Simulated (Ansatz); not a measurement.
## Geometry relaxation, with input and output: Si2H7ClO (part 2 of 2)

Continued. System: Si2H7ClO. Method: RKS PBE0-D4/def2-TZVP (Ansatz 0.2.0). The geometry is a transition state displaced along its imaginary mode. The reaction was set up to form Si1–Cl8 and H2–H7 and to break Si1–H2 and H7–Cl8 (atoms counted from 1 in the order of the input); sticks are drawn by distance alone.

Geometry of the input (Å):
```
Si -0.7480  0.8735  -0.3144
H  0.3942  2.1683  -1.2113
O  -0.5115  -0.7027  -0.4124
Si 0.3378  -1.8200  0.4845
H  -1.3553  1.1000  -1.6993
H  -1.5498  1.6519  0.6155
H  0.6877  2.0355  -0.7042
Cl 1.1293  1.1860  1.1347
H  0.1220  -1.6037  1.9274
H  1.7660  -1.7874  0.1203
H  -0.2724  -3.1013  0.0593
```

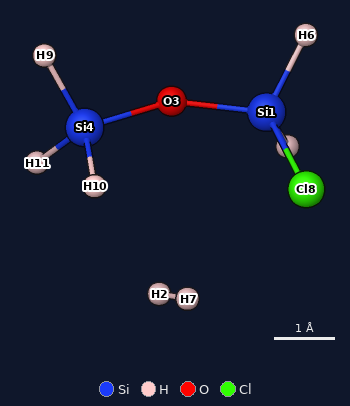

*The geometry at step 94 of the log (ball-and-stick view, seen at a tilt; atoms are numbered from 1 in the order of the input).*

### Output, continued
```
relax step  72: F+E_penalty+E_count = -30430.74490028 eV  Δ(F+E_penalty+E_count) = -4.729e-5 eV  max|allowed force component| = 8.604e-3 eV/Å  Δτ_max = 0.0139 Å  (23 SCF iters, accepted)
relax step  73: F+E_penalty+E_count = -30430.74503085 eV  Δ(F+E_penalty+E_count) = -1.306e-4 eV  max|allowed force component| = 2.723e-2 eV/Å  Δτ_max = 0.0897 Å  (28 SCF iters, accepted)
relax step  74: F+E_penalty+E_count = -30430.74510134 eV  Δ(F+E_penalty+E_count) = -7.048e-5 eV  max|allowed force component| = 1.855e-2 eV/Å  Δτ_max = 0.0049 Å  (23 SCF iters, accepted)
relax step  75: F+E_penalty+E_count = -30430.74524743 eV  Δ(F+E_penalty+E_count) = -1.461e-4 eV  max|allowed force component| = 1.111e-2 eV/Å  Δτ_max = 0.0392 Å  (29 SCF iters, accepted)
relax step  76: F+E_penalty+E_count = -30430.74531738 eV  Δ(F+E_penalty+E_count) = -6.995e-5 eV  max|allowed force component| = 2.941e-2 eV/Å  Δτ_max = 0.0686 Å  (27 SCF iters, accepted)
relax step  77: F+E_penalty+E_count = -30430.74540643 eV  Δ(F+E_penalty+E_count) = -8.905e-5 eV  max|allowed force component| = 1.971e-2 eV/Å  Δτ_max = 0.0070 Å  (23 SCF iters, accepted)
relax step  78: F+E_penalty+E_count = -30430.74559702 eV  Δ(F+E_penalty+E_count) = -1.906e-4 eV  max|allowed force component| = 1.175e-2 eV/Å  Δτ_max = 0.0225 Å  (28 SCF iters, accepted)
relax step  79: F+E_penalty+E_count = -30430.74572275 eV  Δ(F+E_penalty+E_count) = -1.257e-4 eV  max|allowed force component| = 1.401e-2 eV/Å  Δτ_max = 0.0437 Å  (27 SCF iters, accepted)
relax step  80: F+E_penalty+E_count = -30430.74581180 eV  Δ(F+E_penalty+E_count) = -8.906e-5 eV  max|allowed force component| = 2.659e-2 eV/Å  Δτ_max = 0.0513 Å  (28 SCF iters, accepted)
relax step  81: F+E_penalty+E_count = -30430.74590680 eV  Δ(F+E_penalty+E_count) = -9.499e-5 eV  max|allowed force component| = 1.932e-2 eV/Å  Δτ_max = 0.0122 Å  (30 SCF iters, accepted)
relax step  82: F+E_penalty+E_count = -30430.74613114 eV  Δ(F+E_penalty+E_count) = -2.243e-4 eV  max|allowed force component| = 1.718e-2 eV/Å  Δτ_max = 0.0325 Å  (29 SCF iters, accepted)
relax step  83: F+E_penalty+E_count = -30430.74651336 eV  Δ(F+E_penalty+E_count) = -3.822e-4 eV  max|allowed force component| = 4.178e-2 eV/Å  Δτ_max = 0.1190 Å  (27 SCF iters, accepted)
relax step  84: F+E_penalty+E_count = -30430.74672268 eV  Δ(F+E_penalty+E_count) = -2.093e-4 eV  max|allowed force component| = 2.949e-2 eV/Å  Δτ_max = 0.0097 Å  (31 SCF iters, accepted)
relax step  85: F+E_penalty+E_count = -30430.74699170 eV  Δ(F+E_penalty+E_count) = -2.690e-4 eV  max|allowed force component| = 2.732e-2 eV/Å  Δτ_max = 0.0254 Å  (29 SCF iters, accepted)
relax step  86: F+E_penalty+E_count = -30430.74713643 eV  Δ(F+E_penalty+E_count) = -1.447e-4 eV  max|allowed force component| = 5.742e-2 eV/Å  Δτ_max = 0.0546 Å  (28 SCF iters, accepted)
relax step  87: F+E_penalty+E_count = -30430.74725749 eV  Δ(F+E_penalty+E_count) = -1.211e-4 eV  max|allowed force component| = 3.831e-2 eV/Å  Δτ_max = 0.0044 Å  (24 SCF iters, accepted)
relax step  88: F+E_penalty+E_count = -30430.74738066 eV  Δ(F+E_penalty+E_count) = -1.232e-4 eV  max|allowed force component| = 1.635e-2 eV/Å  Δτ_max = 0.0144 Å  (30 SCF iters, accepted)
relax step  89: F+E_penalty+E_count = -30430.74771331 eV  Δ(F+E_penalty+E_count) = -3.326e-4 eV  max|allowed force component| = 1.391e-2 eV/Å  Δτ_max = 0.0375 Å  (29 SCF iters, accepted)
relax step  90: F+E_penalty+E_count = -30430.74790187 eV  Δ(F+E_penalty+E_count) = -1.886e-4 eV  max|allowed force component| = 6.132e-2 eV/Å  Δτ_max = 0.0990 Å  (28 SCF iters, accepted)
relax step  91: F+E_penalty+E_count = -30430.74816755 eV  Δ(F+E_penalty+E_count) = -2.657e-4 eV  max|allowed force component| = 6.623e-2 eV/Å  Δτ_max = 0.0151 Å  (29 SCF iters, accepted)
relax step  92: F+E_penalty+E_count = -30430.74909322 eV  Δ(F+E_penalty+E_count) = -9.257e-4 eV  max|allowed force component| = 1.727e-2 eV/Å  Δτ_max = 0.0376 Å  (28 SCF iters, accepted)
relax step  93: F+E_penalty+E_count = -30430.74944846 eV  Δ(F+E_penalty+E_count) = -3.552e-4 eV  max|allowed force component| = 2.252e-2 eV/Å  Δτ_max = 0.0452 Å  (28 SCF iters, accepted)
relax step  94: F+E_penalty+E_count = -30430.74957003 eV  Δ(F+E_penalty+E_count) = -1.216e-4 eV  max|allowed force component| = 9.968e-3 eV/Å  Δτ_max = 0.0101 Å  (31 SCF iters, accepted)
relax step  95: F+E_penalty+E_count = -30430.74972710 eV  Δ(F+E_penalty+E_count) = -1.571e-4 eV  max|allowed force component| = 1.906e-2 eV/Å  Δτ_max = 0.0189 Å  (29 SCF iters, accepted)
relax step  96: F+E_penalty+E_count = -30430.74983496 eV  Δ(F+E_penalty+E_count) = -1.079e-4 eV  max|allowed force component| = 2.588e-2 eV/Å  Δτ_max = 0.0159 Å  (30 SCF iters, accepted)
relax step  97: F+E_penalty+E_count = -30430.74996255 eV  Δ(F+E_penalty+E_count) = -1.276e-4 eV  max|allowed force component| = 3.410e-2 eV/Å  Δτ_max = 0.0271 Å  (30 SCF iters, accepted)
relax step  98: F+E_penalty+E_count = -30430.74999234 eV  Δ(F+E_penalty+E_count) = -2.979e-5 eV  max|allowed force component| = 1.870e-2 eV/Å  Δτ_max = 0.0131 Å  (30 SCF iters, accepted)
relax step  99: F+E_penalty+E_count = -30430.75003606 eV  Δ(F+E_penalty+E_count) = -4.372e-5 eV  max|allowed force component| = 9.620e-3 eV/Å  Δτ_max = 0.0074 Å  (23 SCF iters, accepted)
relax step 100: F+E_penalty+E_count = -30430.75006267 eV  Δ(F+E_penalty+E_count) = -2.661e-5 eV  max|allowed force component| = 7.738e-3 eV/Å  Δτ_max = 0.0096 Å  (23 SCF iters, accepted)
relax step 101: F+E_penalty+E_count = -30430.75010841 eV  Δ(F+E_penalty+E_count) = -4.574e-5 eV  max|allowed force component| = 2.028e-3 eV/Å  Δτ_max = 0.0080 Å  (31 SCF iters, accepted)
relax step 102: F+E_penalty+E_count = -30430.75012956 eV  Δ(F+E_penalty+E_count) = -2.116e-5 eV  max|allowed force component| = 5.846e-3 eV/Å  Δτ_max = 0.0113 Å  (30 SCF iters, accepted)
relax step 103: F+E_penalty+E_count = -30430.75013948 eV  Δ(F+E_penalty+E_count) = -9.918e-6 eV  max|allowed force component| = 4.606e-3 eV/Å  Δτ_max = 0.0084 Å  (31 SCF iters, accepted)
relax step 104: F+E_penalty+E_count = -30430.75012885 eV  Δ(F+E_penalty+E_count) = +1.063e-5 eV  max|allowed force component| = 7.890e-3 eV/Å  Δτ_max = 0.0089 Å  (30 SCF iters, rejected (line search))
relax step 105: F+E_penalty+E_count = -30430.75014351 eV  Δ(F+E_penalty+E_count) = -4.032e-6 eV  max|allowed force component| = 7.199e-3 eV/Å  Δτ_max = 0.0043 Å  (23 SCF iters, accepted)
these checks for a lower state are left out or cut short: starts, cluster_reference, orbital_swaps, neighbouring_geometries, increment
1263 factors; their error is unknown
mean field evaluation 736: about -30430.4242 eV, gradient 4.6e-4 eV
mean field -30430.53236514 eV, -1118.3014378632 hartree, gradient 1.1e-5 eV, S^2 0.000000; 0 other end points of the search recorded, 0 dependent functions left out
the calculation of the forces begins
reference -30430.53240291 eV, -1118.3014392513 hartree; 30, 30 occupied and 154, 154 virtual orbitals, 1263 factors
relax step 106: F+E_penalty+E_count = -30430.75015096 eV  Δ(F+E_penalty+E_count) = -7.442e-6 eV  max|allowed force component| = 4.647e-3 eV/Å  Δτ_max = 0.0061 Å  (31 SCF iters, accepted)
1263 factors; their error is unknown
mean field -30430.53236514 eV, -1118.3014378632 hartree, gradient 1.2e-5 eV, S^2 0.000000; 1 other end points of the search recorded, 0 dependent functions left out
the calculation of the forces begins
reference -30430.53240291 eV, -1118.3014392513 hartree; 30, 30 occupied and 154, 154 virtual orbitals, 1263 factors
Total energy: -30430.75018873 eV, -1118.3094427325 hartree
Atom 0 at    -1.254932     0.994735     0.543133 Å, force    -0.000695    -0.003470    -0.001831 eV/Å
Atom 1 at     1.265731     0.844187    -2.107652 Å, force    -0.000194    -0.000457    -0.000696 eV/Å
Atom 2 at    -0.728400    -0.528080     0.410826 Å, force     0.001711     0.001478     0.000653 eV/Å
Atom 3 at     0.499327    -1.599449     0.216576 Å, force    -0.004647     0.000349    -0.002460 eV/Å
Atom 4 at    -1.626037     1.528696    -0.784434 Å, force     0.000449    -0.000847     0.002161 eV/Å
Atom 5 at    -2.384127     1.033851     1.494280 Å, force     0.001302     0.000006    -0.000731 eV/Å
Atom 6 at     1.430807     1.304416    -1.542936 Å, force     0.000468     0.000494     0.000742 eV/Å
Atom 7 at     0.231113     2.197723     1.292800 Å, force     0.000416     0.000460    -0.000176 eV/Å
Atom 8 at     0.180288    -2.809839     1.011172 Å, force     0.001096     0.001135     0.000933 eV/Å
Atom 9 at     1.775486    -1.005219     0.684698 Å, force    -0.001065    -0.000706     0.000101 eV/Å
Atom 10 at     0.610643    -1.960920    -1.218563 Å, force     0.001158     0.001559     0.001303 eV/Å
Dipole moment:    -0.089489    -0.153879    -0.103071 e Å
```

### Trajectory as extended XYZ (Å, eV, eV/Å), 10 of the 106 frames kept, from step=1 to step=106
```
11
Properties=species:S:1:pos:R:3:forces:R:3 step=1 energy=-30428.11116
Si   -0.7480    0.8735   -0.3144    0.5913   0.0341   0.0694
H     0.3942    2.1683   -1.2113   -4.5689   2.4242  -8.3825
O    -0.5115   -0.7027   -0.4124   -0.1749  -0.4504   0.2382
Si    0.3378   -1.8200    0.4845   -0.1621  -0.1518  -0.0821
H    -1.3553    1.1000   -1.6993    0.5334   0.1395   0.6176
H    -1.5498    1.6519    0.6155   -0.4047   0.0121   0.3218
H     0.6877    2.0355   -0.7042    4.8486  -1.4721   7.3871
Cl    1.1293    1.1860    1.1347   -0.8169  -0.3604  -0.3063
H     0.1220   -1.6037    1.9274    0.0123  -0.0535   0.0868
H     1.7660   -1.7874    0.1203    0.0788  -0.0090  -0.0035
H    -0.2724   -3.1013    0.0593    0.0630  -0.1127   0.0535
11
Properties=species:S:1:pos:R:3:forces:R:3 step=13 energy=-30430.73123
Si   -0.9213    0.6601    0.1245    0.0052   0.0017   0.0019
H     1.0979    3.3285   -2.2602    0.0073   0.0028   0.0008
O    -0.6560   -0.9345    0.0318   -0.0026   0.0056   0.0006
Si    0.2373   -2.1912    0.6017    0.0061  -0.0071   0.0046
H    -1.0003    1.2254   -1.2371   -0.0031  -0.0019   0.0008
H    -2.1419    0.9288    0.9134    0.0009  -0.0014   0.0007
H     1.2561    3.1197   -1.5609   -0.0037   0.0013  -0.0058
Cl    0.6447    1.5751    1.0931   -0.0058  -0.0002  -0.0009
H     0.2355   -2.1858    2.0862   -0.0007  -0.0024  -0.0006
H     1.6320   -2.0864    0.1066   -0.0016   0.0017  -0.0002
H    -0.3841   -3.4395    0.1008   -0.0020   0.0000  -0.0020
11
Properties=species:S:1:pos:R:3:forces:R:3 step=24 energy=-30430.73237
Si   -0.9669    0.6517    0.1598   -0.0025  -0.0032  -0.0036
H     1.2717    3.3774   -2.3170   -0.0004   0.0030  -0.0106
O    -0.6690   -0.9365    0.0664    0.0010   0.0026  -0.0005
Si    0.2444   -2.1938    0.6013   -0.0019   0.0032   0.0002
H    -1.1136    1.2044   -1.2019    0.0036  -0.0015   0.0039
H    -2.1626    0.8972    0.9933    0.0030  -0.0006   0.0022
H     1.2625    3.1064   -1.6216    0.0002  -0.0041   0.0103
Cl    0.6119    1.6132    1.0590   -0.0027  -0.0020  -0.0013
H     0.2175   -2.2477    2.0848    0.0011  -0.0002  -0.0027
H     1.6439   -2.0368    0.1343   -0.0033  -0.0002   0.0024
H    -0.3401   -3.4353    0.0415    0.0019   0.0029  -0.0002
11
Properties=species:S:1:pos:R:3:forces:R:3 step=36 energy=-30430.73391
Si   -1.0380    0.7252    0.2667   -0.0013  -0.0109  -0.0065
H     1.3336    2.9096   -2.4132    0.0012  -0.0035   0.0159
O    -0.6361   -0.8261    0.0381   -0.0052   0.0147  -0.0024
Si    0.2923   -2.0923    0.5214    0.0071  -0.0110   0.0079
H    -1.2948    1.3575   -1.0424    0.0028  -0.0001   0.0017
H    -2.2017    0.8250    1.1732    0.0065   0.0004   0.0044
H     1.3455    2.7909   -1.6756   -0.0010   0.0021  -0.0167
Cl    0.5160    1.7329    1.1576   -0.0055  -0.0032   0.0008
H     0.0709   -2.3627    1.9652    0.0000   0.0029  -0.0093
H     1.7255   -1.7877    0.2877   -0.0070  -0.0003   0.0004
H    -0.1133   -3.2722   -0.2789    0.0025   0.0089   0.0037
11
Properties=species:S:1:pos:R:3:forces:R:3 step=48 energy=-30430.73983
Si   -1.1642    0.8838    0.4173    0.0188  -0.0919  -0.0464
H     1.3502    1.7488   -2.3065    0.0115   0.0259   0.1033
O    -0.5704   -0.5423   -0.0795   -0.0270   0.0838   0.0529
Si    0.4111   -1.8025    0.3099   -0.0054  -0.0168  -0.0048
H    -1.6047    1.6533   -0.7633   -0.0067  -0.0121   0.0134
H    -2.2544    0.6765    1.3975    0.0234   0.0079  -0.0218
H     1.4429    1.9595   -1.5931   -0.0105  -0.0310  -0.1028
Cl    0.3002    1.9690    1.3637    0.0027  -0.0014   0.0144
H    -0.0006   -2.3791    1.6175    0.0085   0.0135  -0.0260
H     1.8200   -1.3429    0.3926   -0.0184  -0.0020  -0.0034
H     0.2699   -2.8240   -0.7564    0.0030   0.0243   0.0212
11
Properties=species:S:1:pos:R:3:forces:R:3 step=59 energy=-30430.74419
Si   -1.2433    0.9296    0.4559   -0.0173  -0.0366  -0.0159
H     1.3536    1.3175   -2.1516    0.0123   0.0174   0.0418
O    -0.6475   -0.4875   -0.0546    0.0133   0.0141   0.0269
Si    0.4579   -1.6739    0.2161   -0.0098   0.0122   0.0075
H    -1.6532    1.7311   -0.7145    0.0176   0.0051   0.0047
H    -2.3654    0.7051    1.3930    0.0121   0.0026   0.0028
H     1.5617    1.5949   -1.4889   -0.0135  -0.0170  -0.0412
Cl    0.1989    1.9779    1.4772   -0.0065  -0.0033  -0.0099
H     0.2031   -2.3107    1.5345    0.0023   0.0080  -0.0150
H     1.8292   -1.1067    0.1964   -0.0146  -0.0067  -0.0022
H     0.3046   -2.6772   -0.8637    0.0041   0.0042   0.0004
11
Properties=species:S:1:pos:R:3:forces:R:3 step=71 energy=-30430.74485
Si   -1.2428    0.9377    0.4617   -0.0032   0.0006  -0.0074
H     1.3095    1.2834   -2.1453    0.0010   0.0012   0.0046
O    -0.6849   -0.5161    0.0219    0.0108  -0.0027   0.0060
Si    0.4650   -1.6723    0.2208   -0.0024  -0.0010  -0.0011
H    -1.5924    1.7150   -0.7441   -0.0003  -0.0002   0.0000
H    -2.3935    0.7838    1.3768    0.0044   0.0005   0.0031
H     1.5289    1.5571   -1.4861   -0.0014  -0.0021  -0.0048
Cl    0.2113    1.9760    1.4765   -0.0037  -0.0023   0.0009
H     0.2359   -2.3919    1.4996    0.0000   0.0032  -0.0080
H     1.8141   -1.0549    0.2331   -0.0056  -0.0029   0.0005
H     0.3487   -2.6176   -0.9151    0.0004   0.0057   0.0062
11
Properties=species:S:1:pos:R:3:forces:R:3 step=83 energy=-30430.74651
Si   -1.2586    0.9846    0.5158   -0.0127  -0.0086   0.0111
H     1.2767    0.9989   -2.1667    0.0129   0.0151   0.0261
O    -0.6800   -0.4723    0.1223   -0.0060  -0.0160  -0.0063
Si    0.4892   -1.6197    0.2107    0.0235  -0.0008   0.0000
H    -1.7280    1.6737   -0.7034    0.0113   0.0041  -0.0004
H    -2.3339    0.8454    1.5217    0.0125   0.0036  -0.0068
H     1.5232    1.3532   -1.5562   -0.0138  -0.0164  -0.0277
Cl    0.2214    2.1328    1.3583   -0.0054  -0.0024  -0.0050
H     0.0985   -2.6305    1.2277    0.0166   0.0211  -0.0254
H     1.7838   -0.9970    0.5895   -0.0307  -0.0271  -0.0075
H     0.6076   -2.2691   -1.1198   -0.0082   0.0273   0.0418
11
Properties=species:S:1:pos:R:3:forces:R:3 step=94 energy=-30430.74957
Si   -1.2573    1.0006    0.5384    0.0062   0.0038  -0.0042
H     1.2541    0.8395   -2.1281   -0.0001   0.0003  -0.0002
O    -0.7131   -0.5026    0.3043   -0.0100  -0.0096   0.0051
Si    0.5047   -1.5974    0.2126   -0.0008   0.0078  -0.0016
H    -1.6701    1.5968   -0.7494    0.0003  -0.0014   0.0028
H    -2.3617    0.9759    1.5194    0.0005   0.0002  -0.0022
H     1.4364    1.2940   -1.5641    0.0003   0.0004   0.0011
Cl    0.2322    2.1823    1.3147    0.0004   0.0006   0.0001
H     0.1399   -2.7699    1.0441    0.0006  -0.0019   0.0013
H     1.7685   -0.9990    0.7082    0.0001  -0.0009  -0.0022
H     0.6663   -2.0200   -1.2003    0.0025   0.0008   0.0001
11
Properties=species:S:1:pos:R:3:forces:R:3 step=106 energy=-30430.75015
Si   -1.2549    0.9947    0.5431   -0.0007  -0.0035  -0.0018
H     1.2657    0.8442   -2.1077   -0.0002  -0.0005  -0.0007
O    -0.7284   -0.5281    0.4108    0.0017   0.0015   0.0007
Si    0.4993   -1.5994    0.2166   -0.0046   0.0003  -0.0025
H    -1.6260    1.5287   -0.7844    0.0004  -0.0008   0.0022
H    -2.3841    1.0339    1.4943    0.0013   0.0000  -0.0007
H     1.4308    1.3044   -1.5429    0.0005   0.0005   0.0007
Cl    0.2311    2.1977    1.2928    0.0004   0.0005  -0.0002
H     0.1803   -2.8098    1.0112    0.0011   0.0011   0.0009
H     1.7755   -1.0052    0.6847   -0.0011  -0.0007   0.0001
H     0.6106   -1.9609   -1.2186    0.0012   0.0016   0.0013
```

### Results in brief

- outcome: converged
- total energy: −30430.7502 eV
- mean-field energy: −30430.5324 eV
- dispersion energy: −0.2178 eV
- SCF solution under orbital rotations: stable
- largest force (length of the vector) at the end: 0.005 eV/Å
- dipole moment: 0.99 D
- hardware: 4 threads of AMD EPYC, 180 GiB of memory available, shared host
- wall time: 9.6 min (CPU time 31 min)
- peak memory: 0.52 GiB
